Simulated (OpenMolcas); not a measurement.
# AlNH2F2: energy and gradient calculation (part 1 of 2)

System: AlNH2F2, SMILES [NH2][Al]([F])[F].
Method: PBE/aug-cc-pVDZ, RKS (OpenMolcas 26.06).

The geometry comes from this level: GFN2-xTB.

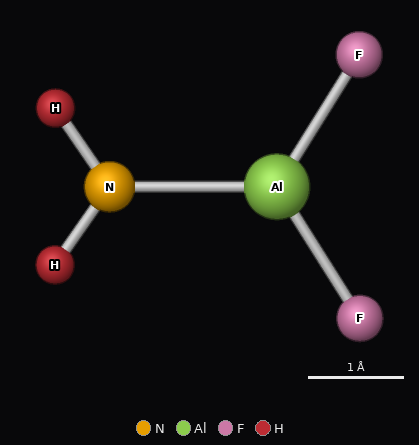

The structure (ball-and-stick view, seen on its broad side). Sticks mark near contacts. Bond lengths as drawn: Al–F 1.64 Å, Al–N 1.76 Å and H–N 1.01 Å.

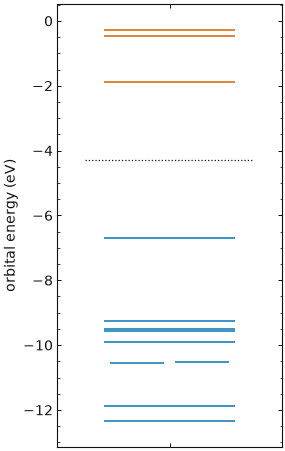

Orbital energies near the frontier; the dotted line parts filled from empty levels, and levels within 0.02 eV of each other stand side by side. Highest filled −6.70 eV, lowest empty −1.87 eV, 4.83 eV apart.

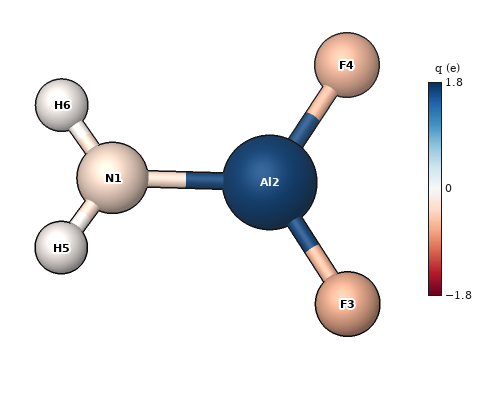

Mulliken charges, as the colour of each atom (ball-and-stick view, seen at a tilt; atoms are numbered from 1 in the order of the input). By element: N −0.32, Al +1.71, F −0.62 and H −0.08 to −0.07 e.

The input and output of the run follow.

Input file
```
>>> EXPORT MOLCAS_PRINT=2

&GATEWAY
  BasLib=$CurrDir
  Coord=input.xyz
  Basis=aug-cc-pVDZ
  Group=NoSym

&SEWARD
  GridInput
  Grid=UltraFine
  End of Grid

&SCF
  KSDFT=PBE
  Thresholds=1e-10 1e-07 1e-07 1e-05
  PrOrbitals=1 2

&ALASKA
```

File input.xyz
```
6

N     -0.370380     0.895360    -0.148750
Al     0.298980    -0.711860     0.117750
F      1.474720    -0.994470     1.230890
F     -0.217980    -2.018960    -0.733990
H     -0.093620     1.723030     0.353550
H     -1.091720     1.106910    -0.819450
```

Launch command:
```bash
export MOLCAS_MEM=1860
pymolcas test.inp > test.log
```

Output
```
--- Start Module: gateway ---

                                              &GATEWAY

                       available to each process: 1.9 GB of memory, 1 thread

 Basis Set     1 Label: N.AUG-CC-PVDZ
 Basis set is read from library:.
 basistype.tbl is not found

 Basis Set     2 Label: AL.AUG-CC-PVDZ
 Basis set is read from library:.
 basistype.tbl is not found

 Basis Set     3 Label: F.AUG-CC-PVDZ
 Basis set is read from library:.
 basistype.tbl is not found

 Basis Set     4 Label: H.AUG-CC-PVDZ
 Basis set is read from library:.
 basistype.tbl is not found

++    Symmetry information:
      ---------------------

                    Character Table for C1

                             E
                    a        1  x, y, xy, Rz, z, xz, Ry, yz, Rx, I
--

++    Basis set information:
      ----------------------

      Basis set label: N.AUG-CC-PVDZ.........

      Electronic valence basis set:
      ------------------
      Associated Effective Charge   7.000000 au
      Associated Actual Charge      7.000000 au
      Nuclear Model: Point charge

      Shell  nPrim  nBasis  Cartesian Spherical Contaminant
         s      10       4        X
         p       5       3        X
         d       2       2                 X

      Basis set label: AL.AUG-CC-PVDZ.........

      Electronic valence basis set:
      ------------------
      Associated Effective Charge  13.000000 au
      Associated Actual Charge     13.000000 au
      Nuclear Model: Point charge

      Shell  nPrim  nBasis  Cartesian Spherical Contaminant
         s      13       5        X
         p       9       4        X
         d       2       2                 X

      Basis set label: F.AUG-CC-PVDZ.........

      Electronic valence basis set:
      ------------------
      Associated Effective Charge   9.000000 au
      Associated Actual Charge      9.000000 au
      Nuclear Model: Point charge

      Shell  nPrim  nBasis  Cartesian Spherical Contaminant
         s      10       4        X
         p       5       3        X
         d       2       2                 X

      Basis set label: H.AUG-CC-PVDZ.........

      Electronic valence basis set:
      ------------------
      Associated Effective Charge   1.000000 au
      Associated Actual Charge      1.000000 au
      Nuclear Model: Point charge

      Shell  nPrim  nBasis  Cartesian Spherical Contaminant
         s       5       3        X
         p       2       2        X
--

++    Molecular structure info:
      -------------------------

                    ************************************************
                    **** Cartesian Coordinates / bohr, angstrom ****
                    ************************************************

     Center  Label                x              y              z                     x              y              z
        1      N1              -0.699917       1.691985      -0.281097             -0.370380       0.895360      -0.148750
        2      AL2              0.564990      -1.345220       0.222515              0.298980      -0.711860       0.117750
        3      F3               2.786817      -1.879276       2.326045              1.474720      -0.994470       1.230890
        4      F4              -0.411923      -3.815281      -1.387040             -0.217980      -2.018960      -0.733990
        5      H5              -0.176916       3.256055       0.668113             -0.093620       1.723030       0.353550
        6      H6              -2.063052       2.091757      -1.548536             -1.091720       1.106910      -0.819450

                    ***************************************
                    *    InterNuclear Distances / bohr    *
                    ***************************************

               1 N1            2 AL2           3 F3            4 F4            5 H5            6 H6
    1 N1       0.000000
    2 AL2      3.328398        0.000000
    3 F3       5.631022        3.105892        0.000000
    4 F4       5.624592        3.105838        5.269445        0.000000
    5 H5       1.902851        4.681956        6.156629        7.367678        0.000000
    6 H6       1.903774        4.675044        7.369037        6.135585        3.134745        0.000000

                    *******************************************
                    *    InterNuclear Distances / angstrom    *
                    *******************************************

               1 N1            2 AL2           3 F3            4 F4            5 H5            6 H6
    1 N1       0.000000
    2 AL2      1.761312        0.000000
    3 F3       2.979808        1.643567        0.000000
    4 F4       2.976406        1.643539        2.788470        0.000000
    5 H5       1.006945        2.477585        3.257948        3.898807        0.000000
    6 H6       1.007434        2.473927        3.899526        3.246812        1.658836        0.000000

                    **************************************
                    *    Valence Bond Angles / degree    *
                    **************************************
                          Atom centers                 Phi
                      5 H5       1 N1       6 H6       110.87
--

            Nuclear Potential Energy            159.04579486 au

--- Stop Module: gateway /rc=_RC_ALL_IS_WELL_ ---

--- Start Module: seward ---

                                              &SEWARD

                       available to each process: 1.9 GB of memory, 1 thread

               SEWARD will generate:
                  Multipole Moment integrals up to order  2
                  Kinetic Energy integrals
                  Nuclear Attraction integrals (point charge)
                  One-Electron Hamiltonian integrals
                  Velocity integrals
                  Orbital angular momentum around (  0.5964  -1.4248   0.2348 )
                  Velocity quadrupole around (  0.5964  -1.4248   0.2348 )
                  Two-Electron Repulsion integrals

                   Integrals are discarded if absolute value <: 1.00E-14
                   Integral cutoff threshold is set to       <: 1.00E-16

            Nuclear Potential Energy            159.04579486 au

      Basis set specifications :
      Symmetry species         a
      Basis functions          114

--- Stop Module: seward /rc=_RC_ALL_IS_WELL_ ---
--- Module seward spent 4 seconds ---

--- Start Module: scf ---

                                                &SCF

                       available to each process: 1.9 GB of memory, 1 thread

 ###############################################################################
 ###     Minimized-density-differences option turned off!                    ###
 ###############################################################################
++    Input section:
      --------------

      Header of the integral files:

      Cartesian coordinates in angstrom:
      -----------------------------------------------------
      No.  Label        X            Y            Z
      -----------------------------------------------------
       1   N1        -0.37038000   0.89536000  -0.14875000
       2   AL2        0.29898000  -0.71186000   0.11775000
       3   F3         1.47472000  -0.99447000   1.23089000
       4   F4        -0.21798000  -2.01896000  -0.73399000
       5   H5        -0.09362000   1.72303000   0.35355000
       6   H6        -1.09172000   1.10691000  -0.81945000
      -----------------------------------------------------
      Nuclear repulsion energy =  159.04579486
--

++    Orbital specifications:
      -----------------------

      Symmetry species               1
                                     a
      Frozen orbitals                0
      Occupied orbitals             20
      Secondary orbitals            94
      Deleted orbitals               0
      Total number of orbitals     114
      Number of basis functions    114
--

      Molecular charge                           0.000

      Numerical integration parameters
      --------------------------------
      Radial quadrature type:                         MHL
      Size of radial grid:                            99
      Lebedev angular grid:                           41
      Angular grid pruned with the crowding factor:  1.00E+10
                                 and fading factor:  1.00E+01
      Screening threshold for integral computation:   1.00E-11
      Radial quadrature accuracy:                     1.00E-25
      Maximum batch size:                             128
      AO values are stored on disk
      The same grid will be used for all iterations.

      DFT functional specifications
      -----------------------------
      Using Libxc version: 6.2.2
      Please cite the following reference:
      S. Lehtola, C. Steigemann, M. J.T. Oliveira, and M. A.L. Marques.,  SoftwareX 7, 1–5 (2018) doi:10.1016/j.softx.2017.11.002

      * Perdew, Burke & Ernzerhof
        - J. P. Perdew, K. Burke, and M. Ernzerhof.,  Phys. Rev. Lett. 77, 3865 (1996) doi:10.1103/PhysRevLett.77.3865
        - J. P. Perdew, K. Burke, and M. Ernzerhof.,  Phys. Rev. Lett. 78, 1396 (1997) doi:10.1103/PhysRevLett.78.1396
      * Perdew, Burke & Ernzerhof
        - J. P. Perdew, K. Burke, and M. Ernzerhof.,  Phys. Rev. Lett. 77, 3865 (1996) doi:10.1103/PhysRevLett.77.3865
        - J. P. Perdew, K. Burke, and M. Ernzerhof.,  Phys. Rev. Lett. 78, 1396 (1997) doi:10.1103/PhysRevLett.78.1396

++    Optimization specifications:
      ----------------------------

      SCF Algorithm: Conventional
      D(i)-D(i-1) density differences are used
      Number of density matrices in core                 5
      Maximum number of NDDO SCF iterations            400
      Maximum number of HF SCF iterations              400
      Threshold for SCF energy change             1.00E-10
      Threshold for density matrix                1.00E-07
      Threshold for Fock matrix                   1.00E-07
      Threshold for linear dependence             1.00E-09
      Threshold at which DIIS is turned on        1.50E-01
      Maximum depth in the DIIS procedure                5
      Maximum depth in the BFGS Hessian update          30
      Threshold at which QNR/C2DIIS is turned on  7.50E-02
      Threshold for Norm(delta) (QNR/C2DIIS)      1.00E-05
      All orbitals punched on: SCFORB
--

      Input vectors read from INPORB
      Orbital file label: *Guess orbitals

++ Convergence information
                                   PBE        iterations: Energy and convergence statistics

Iter     Tot. PBE        One-elec.       Two-elec.     Energy      Max Dij or  Max Fij      DNorm      TNorm      AccCon     Time
         Energy          Energy          Energy        Change      Delta Norm                                                in Sec.
   1  -497.477299188 -1058.315509380   401.792415329   0.00E+00    5.57E-01*   1.55E-01*    9.11E+00   1.90E+02   None         3.
   2  -496.993975942 -1044.593641030   388.553870226   4.83E-01*   1.48E-01*   7.94E-02*    7.52E+00   1.88E+02   EDIIS        2.
   3  -497.883393744 -1056.587774418   399.658585811  -8.89E-01*   1.30E-01*   1.97E-02*    3.04E+00   1.90E+02   c2DIIS       2.
   4  -497.873579838 -1055.348690981   398.429316280   9.81E-03*   3.48E-02*   1.63E-02*    8.92E-01   1.89E+02   c2DIIS       2.
   5  -497.892726020 -1055.252402261   398.313881378  -1.91E-02*   6.79E-02*   1.17E-02*    3.26E-01   1.89E+02   QNRc2DIIS    2.
   6  -497.888140864 -1056.092512630   399.158576904   4.59E-03*   4.47E-02*   2.52E-02*    4.04E-01   1.90E+02   QNRc2DIIS    2.
   7  -497.894273387 -1055.662692111   398.722623862  -6.13E-03*   3.13E-03*   1.34E-03*    2.72E-01   1.89E+02   QNRc2DIIS    2.
   8  -497.894293293 -1055.575223278   398.635135122  -1.99E-05*   1.08E-03*   5.84E-04*    1.98E-02   1.89E+02   QNRc2DIIS    2.
   9  -497.894297812 -1055.596265319   398.656172644  -4.52E-06*   7.42E-05*   9.51E-05*    8.08E-03   1.89E+02   QNRc2DIIS    2.
  10  -497.894297845 -1055.596405493   398.656312785  -3.30E-08*   2.71E-04*   7.35E-05*    4.08E-04   1.89E+02   QNRc2DIIS    2.
  11  -497.894297900 -1055.595131534   398.655038771  -5.48E-08*   1.72E-05*   6.39E-06*    1.42E-03   1.89E+02   QNRc2DIIS    2.
  12  -497.894297900 -1055.595334779   398.655242015  -6.40E-10*   1.56E-06    3.85E-07*    1.28E-04   1.89E+02   QNRc2DIIS    2.
  13  -497.894297900 -1055.595330842   398.655238079  -2.61E-12    7.51E-07    2.37E-07*    1.57E-05   1.89E+02   QNRc2DIIS    2.
  14  -497.894297900 -1055.595331865   398.655239101   1.25E-12*   3.07E-07    1.58E-07*    5.08E-06   1.89E+02   QNRc2DIIS    2.
  15  -497.894297900 -1055.595332705   398.655239941   1.93E-12*   2.13E-08    1.31E-08     2.12E-06   1.89E+02   QNRc2DIIS    2.
  16  -497.894297900 -1055.595332489   398.655239725  -2.50E-12    2.70E-09    1.48E-09     1.49E-07   1.89E+02   QNRc2DIIS    2.

       Convergence after  16 Iterations
--

 *****************************************************************************************************************************
 *                                             SCF/KS-DFT Program, Final results                                             *
 *                                                       Final Results                                                       *
 *****************************************************************************************************************************

::    Total KS-DFT energy                            -497.8942979003
      One-electron energy                           -1055.5953324887
      Two-electron energy                             398.6552397252
      Nuclear repulsion energy                        159.0457948631
      Kinetic energy (interpolated)                   495.8359472167
      Virial theorem                                    1.0041512736
      Total spin, S(S+1)                                0.0000000000
      Total spin, S                                     0.0000000000
      Max non-diagonal density matrix element           0.0000000011
      Max non-diagonal Fock matrix element              0.0000000004
```
